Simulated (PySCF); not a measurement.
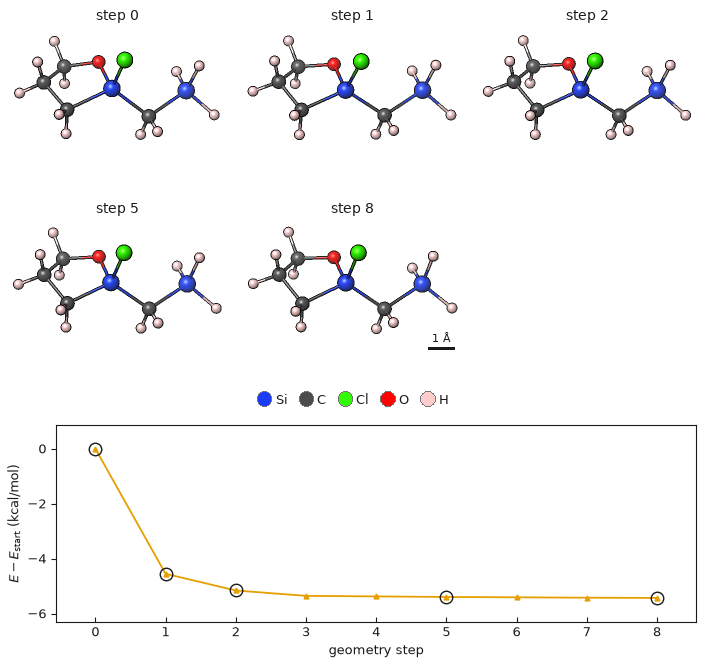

Frames of a relaxation of C4H11ClOSi2, marked on the history of the run. A ball-and-stick model, seen from a free direction.

The start comes from GFN2-xTB. Its atoms were then displaced at random by about 0.01 Å.

Theory: PBE0-D3(BJ)/def2-SVP geometry optimisation, gas phase (PySCF 2.14.0, density-fitted response routines). 

Question: Describe the path.

Answer: The energy falls by 5.43 kcal/mol in 8 geometry steps. An H atom moves most after the best rigid fit: 0.26 Å. Largest moves by element: H 0.26 Å, O 0.19 Å, Si 0.11 Å, C 0.08 Å, Cl 0.07 Å. Near-neighbour distances that change, for instance: Cl–Si 2.012 → 2.081 Å, C–Si 1.927 → 1.874 Å, H–Si 1.446 → 1.492 Å, C–H 1.069 → 1.104 Å. Among the angles between lasting bonds that change: C–Si–Cl 111.7° → 107.7°, Si–C–H 111.2° → 108.0°, C–Si–C 118.2° → 121.0°. From step 0 to 1: an H atom moves most (0.18 Å), energy −4.55 kcal/mol. From step 1 to 2: the Cl atom moves most (0.05 Å), energy −0.61 kcal/mol. From step 2 to 5: the Cl atom moves most (0.08 Å), energy −0.24 kcal/mol. From step 5 to 8: H atoms move most (0.09 Å), energy −0.04 kcal/mol.
